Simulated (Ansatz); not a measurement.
**CH$_{4}$Si: one change and its effect**

System: CH$_{4}$Si.
Method of run 1: RHF-CCSD(T), frozen core/def2-TZVPP (Ansatz 0.2.0).

The geometry comes from this level: PBE0-D4/def2-TZVP. Text and figures count atoms from 1; the logs count them from 0 in places.

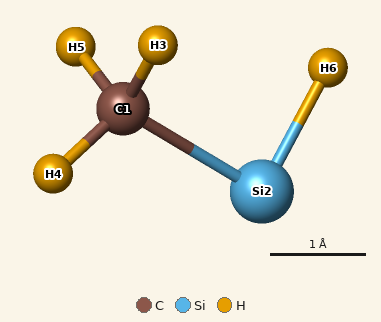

**Figure 1.** The input geometry (ball-and-stick view, seen at a tilt; atoms are numbered from 1 in the order of the input).

**Input, run 1**
```yaml
crystal:
  periodic: [false, false, false]
  atoms:
    - {symbol: C, position_ang: [-0.093516, -0.365984, -0.370345]}
    - {symbol: Si, position_ang: [0.917299, 0.209775, 1.122309]}
    - {symbol: H, position_ang: [-1.156892, -0.410100, -0.102198]}
    - {symbol: H, position_ang: [0.214952, -1.335643, -0.762996]}
    - {symbol: H, position_ang: [-0.024007, 0.381989, -1.170808]}
    - {symbol: H, position_ang: [0.142164, 1.519973, 1.284048]}
basis:
  gaussian: {orbitals: def2-TZVPP}
correlation: {method: ccsd_t}
output: {orbitals: {seedname: orbitals}}
```

Hardware: 2 CPU threads, shared host.

**Output (run 1)**
```
Functional definition: HF
  exchange = exact_x
  correlation = 0
730 factors; integrals over basis functions are off by at most 1.1e-3 eV
mean field evaluation 1: about -8953.0849 eV, gradient 2.6e1 eV
mean field evaluation 2: about -8953.0864 eV, gradient 2.6e1 eV
mean field evaluation 4: about -8954.9276 eV, gradient 2.3e0 eV
mean field evaluation 8: about -8954.9592 eV, gradient 7.3e-2 eV
mean field evaluation 16: about -8954.5871 eV, gradient 1.1e1 eV
mean field -8954.95929335 eV, -329.0886841410 hartree, gradient 1.9e-6 eV, S^2 0.000000; 0 other end points of the search recorded, 0 dependent functions left out; unrestricted orbitals would lower it
6 core orbitals not correlated: weight in the atoms' cores, before any rotation towards them, 1.000 or more for the frozen orbitals, at most 0.000 for the correlated occupied ones
reference -8954.95929335 eV, -329.0886841410 hartree; 6, 6 occupied and 117, 117 virtual orbitals, 730 factors
second order -7.77988169 eV of doubles, -0.00000000 eV of singles
cycle   1  -8.42185662 eV  change   -6.4e-1 eV  update   7.3e-2
cycle   2  -8.72677277 eV  change   -3.0e-1 eV  update   2.8e-2
cycle   3  -8.76137162 eV  change   -3.5e-2 eV  update   1.1e-2
cycle   4  -8.75866967 eV  change    2.7e-3 eV  update   4.5e-3
cycle   5  -8.75879280 eV  change   -1.2e-4 eV  update   1.5e-3
cycle   6  -8.75872297 eV  change    7.0e-5 eV  update   5.6e-4
cycle   7  -8.75880629 eV  change   -8.3e-5 eV  update   1.8e-4
cycle   8  -8.75886834 eV  change   -6.2e-5 eV  update   5.5e-5
cycle   9  -8.75885941 eV  change    8.9e-6 eV  update   1.9e-5
cycle  10  -8.75885844 eV  change    9.7e-7 eV  update   6.5e-6
perturbative correction -0.31866011 eV, -0.0117105430 hartree
Total energy: -8964.03681190 eV, -329.4222767948 hartree
```

For run 2 the input was changed thus:
```diff
-  gaussian: {orbitals: def2-TZVPP}
+  gaussian: {orbitals: "cc-pV(T+d)Z.json"}
```

How does run 2 compare with run 1?

The total energy of run 2 is 3.0 kcal/mol lower, which measures the change of basis and not a stability. The LUMO goes from 0.68 to 0.75 eV. The basis functions go from 129 to 125.

**Output (run 2)**
```
Functional definition: HF
  exchange = exact_x
  correlation = 0
708 factors; integrals over basis functions are off by at most 1.1e-3 eV
mean field evaluation 1: about -8953.3197 eV, gradient 2.5e1 eV
mean field evaluation 2: about -8953.3188 eV, gradient 2.5e1 eV
mean field evaluation 4: about -8955.0543 eV, gradient 2.3e0 eV
mean field evaluation 8: about -8955.0842 eV, gradient 7.1e-2 eV
mean field evaluation 16: about -8955.0855 eV, gradient 3.3e-1 eV
mean field -8955.08424110 eV, -329.0932758864 hartree, gradient 6.5e-6 eV, S^2 0.000000; 0 other end points of the search recorded, 0 dependent functions left out; unrestricted orbitals would lower it
6 core orbitals not correlated: weight in the atoms' cores, before any rotation towards them, 1.000 or more for the frozen orbitals, at most 0.000 for the correlated occupied ones
reference -8955.08424110 eV, -329.0932758864 hartree; 6, 6 occupied and 113, 113 virtual orbitals, 708 factors
second order -7.78596261 eV of doubles, -0.00000000 eV of singles
cycle   1  -8.42513719 eV  change   -6.4e-1 eV  update   7.3e-2
cycle   2  -8.73060963 eV  change   -3.1e-1 eV  update   2.8e-2
cycle   3  -8.76519633 eV  change   -3.5e-2 eV  update   1.1e-2
cycle   4  -8.76266288 eV  change    2.5e-3 eV  update   4.4e-3
cycle   5  -8.76286099 eV  change   -2.0e-4 eV  update   1.4e-3
cycle   6  -8.76275559 eV  change    1.1e-4 eV  update   5.6e-4
cycle   7  -8.76283633 eV  change   -8.1e-5 eV  update   1.8e-4
cycle   8  -8.76289995 eV  change   -6.4e-5 eV  update   5.5e-5
cycle   9  -8.76289069 eV  change    9.3e-6 eV  update   1.9e-5
cycle  10  -8.76288968 eV  change    1.0e-6 eV  update   6.4e-6
perturbative correction -0.31922694 eV, -0.0117313738 hartree
Total energy: -8964.16635773 eV, -329.4270375165 hartree
```

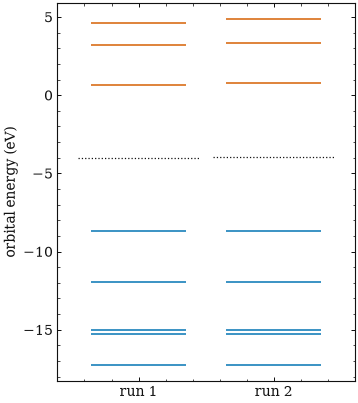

**Figure 2.** The five highest filled and three lowest empty orbital energies of the two runs; the dotted lines part filled from empty levels. The HOMO–LUMO gap is 9.35 eV in run 1 and 9.42 eV in run 2.

**The two runs side by side**

| quantity | run 1 | run 2 |
| --- | --- | --- |
| outcome | converged | converged |
| total energy (hartree) | −329.422277 | −329.427038 |
| HOMO (eV) | −8.67 | −8.67 |
| LUMO (eV) | 0.68 | 0.75 |
| basis functions | 129 | 125 |
| wall time (shared host) | 4.3 s | 4.3 s |
